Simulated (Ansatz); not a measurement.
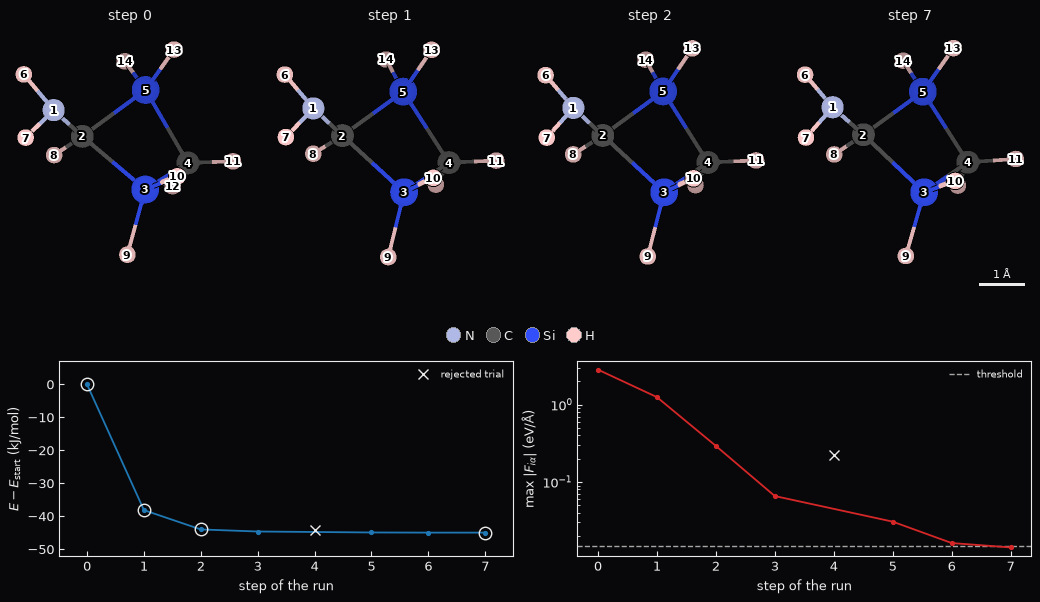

Frames of a relaxation of C2H9NSi2, marked on the history of the run. A ball-and-stick model, seen at a tilt.

The run prepares an end point of a later path (inversion) calculation, from a guessed geometry.

Theory: RKS PBE-D4/def2-mTZVP in Ansatz 0.2.0. Settings: no spin polarisation; force threshold 0.015 eV/Å; at most 40 steps.

Question: Describe the path.

Answer: The atom that moves furthest after the best rigid fit is H12 (0.12 Å). By element the largest moves are H 0.12 Å, N 0.11 Å, C 0.10 Å, Si 0.09 Å. Among the contacts that change: C4–H11 1.025 → 1.096 Å, C2–H8 1.051 → 1.118 Å, N1–H6 1.086 → 1.025 Å, Si3–C4 1.867 → 1.909 Å. Bond angles that change, for instance: Si5–C2–H8 112.0° → 105.5°, C2–N1–H7 116.3° → 110.1°, C2–Si5–H14 110.8° → 116.7°. The energy falls by 44.9 kJ/mol in 6 accepted moves (7 points after the start). Largest force component: 2.8 eV/Å at the start, 0.014 eV/Å at the end. The line search rejected the trial step at point 4 of the run. Cost: 26 s on 2 threads of Intel(R) Xeon(R) Platinum 8259CL CPU @ 2.50GHz (Skylake/Cascade Lake), on a shared host, peak memory 0.2 GiB. From step 0 to 1: H10 moves most (0.10 Å), energy −38.1 kJ/mol. From step 1 to 2: H13 moves most (0.04 Å), energy −5.86 kJ/mol. From step 2 to 7: H10 moves most (0.07 Å), energy −0.96 kJ/mol.
